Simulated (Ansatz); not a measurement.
**[HO2]− (hydroperoxide(1-)) at B3LYP/STO-3G**

Aim: the energy change on altering one bond length of [HO2]− (hydroperoxide(1-)) at B3LYP/STO-3G, from 2 runs. 

Program for the calculation: Ansatz 0.2.0.

10 further runs of the same task are left out: 9 that didn't finish, 1 set aside as unsound or not needed.

## Step 1: The structure to begin with

[HO2]−: 3 atoms, total charge -1, spin state singlet. SMILES: `[O-]O`. The coordinates come from a PBE0-D4/def2-TZVPD relaxation.

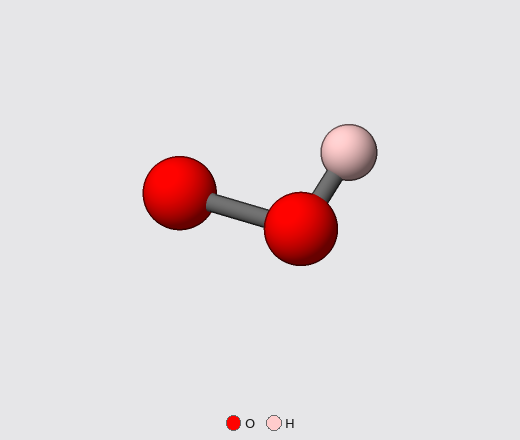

Viewed from a chosen angle; oxygen red, hydrogen pink.

## Step 2: The energy at B3LYP/STO-3G

The input, molecule.yaml:

```yaml
crystal:
  periodic: [false, false, false]
  atoms:
    - symbol: O
      position_ang: [-0.357760, 1.025590, -0.080830]
    - symbol: O
      position_ang: [-0.242260, -0.445880, -0.180750]
    - symbol: H
      position_ang: [0.600030, -0.579720, 0.261570]
basis:
  gaussian: {orbitals: STO-3G}
total_charge: -1
hamiltonian: {xc: {name: B3LYP}}
accuracy: high
```

Run with:

```console
$ ansatz run molecule.yaml --threads 1 --pin off --max-ram 3480MiB --events-out events.jsonl --progress --plain --runs-dir runs
```

Log:

```text
Warning: RAYON_NUM_THREADS=1 ignored (pool sized by the plan → 1); use --threads N
Functional definition: B3LYP
  name "B3LYP"
  parameter a0 = 0.2
  parameter ax = 0.72
  parameter ac = 0.81
  exchange = (1 - a0 - ax)*slater_x + ax*b88_x + a0*exact_x
  correlation = (1 - ac)*vwn_rpa_c + ac*lyp_c
168 factors; integrals over basis functions are off by at most 4.4e-8 eV
mean field evaluation 1: about -4041.3153 eV, gradient 2.4e1 eV
mean field evaluation 2: about -4041.0456 eV, gradient 2.5e1 eV
mean field evaluation 4: about -4043.4527 eV, gradient 2.8e-1 eV
mean field evaluation 8: about -4043.4553 eV, gradient 5.9e-4 eV
mean field evaluation 16: about -4043.4553 eV, gradient 1.0e-7 eV
mean field -4043.45531866 eV, -148.5942422082 hartree, gradient 1.0e-7 eV, S^2 0.000000; 0 other end points of the search recorded, 0 dependent functions left out
reference -4043.45533510 eV, -148.5942428126 hartree; 9, 9 occupied and 2, 2 virtual orbitals, 168 factors
Total energy: -4043.45533510 eV, -148.5942428126 hartree
```

It took 0.44 s on 1 thread of Arm Neoverse V1, shared host.

## Step 3: The distorted shape at the same level

The input, job.yaml:

```yaml
crystal:
  periodic: [false, false, false]
  atoms:
    - {symbol: O, position_ang: [-0.386634, 1.393440, -0.055851]}
    - {symbol: O, position_ang: [-0.242260, -0.445880, -0.180750]}
    - {symbol: H, position_ang: [0.600030, -0.579720, 0.261570]}
basis:
  gaussian:
    orbitals: STO-3G
accuracy: high
hamiltonian:
  xc: {name: B3LYP}
total_charge: -1
```

Run with:

```console
$ ansatz run job.yaml --threads 1 --pin off --max-ram 3480MiB --events-out events.jsonl --progress --plain --runs-dir runs
```

Log (excerpt; [...] marks lines left out):

```text
Warning: RAYON_NUM_THREADS=1 ignored (pool sized by the plan → 1); use --threads N
[... 7 set-up lines as earlier in the session ...]
168 factors; integrals over basis functions are off by at most 3.9e-8 eV
mean field evaluation 1: about -4039.5524 eV, gradient 2.6e1 eV
mean field evaluation 2: about -4038.4269 eV, gradient 2.6e1 eV
mean field evaluation 4: about -4042.2610 eV, gradient 2.6e0 eV
mean field evaluation 8: about -4042.2864 eV, gradient 1.9e-1 eV
mean field evaluation 16: about -4042.2865 eV, gradient 9.7e-7 eV
mean field -4042.28654603 eV, -148.5512906065 hartree, gradient 1.5e-8 eV, S^2 0.000000; 0 other end points of the search recorded, 0 dependent functions left out
reference -4042.28656306 eV, -148.5512912321 hartree; 9, 9 occupied and 2, 2 virtual orbitals, 168 factors
Total energy: -4042.28656306 eV, -148.5512912321 hartree
```

It took 0.48 s on 1 thread of Arm Neoverse V1, shared host.

## Step 4: What came out

At B3LYP/STO-3G:

| quantity | value |
| --- | --- |
| first shape: total energy | -148.59424 Eh |
| distorted shape: total energy | -148.55129 Eh |
| energy change with the O1–O2 bond stretched from 1.479 to 1.849 Å | 1.169 eV |

What this shows: With the O1–O2 bond stretched from 1.479 to 1.849 Å the energy rises by 1.17 eV (113 kJ/mol). The first shape isn't relaxed at this level, so the change isn't measured from a minimum. The minimal basis adds a large error of its own.
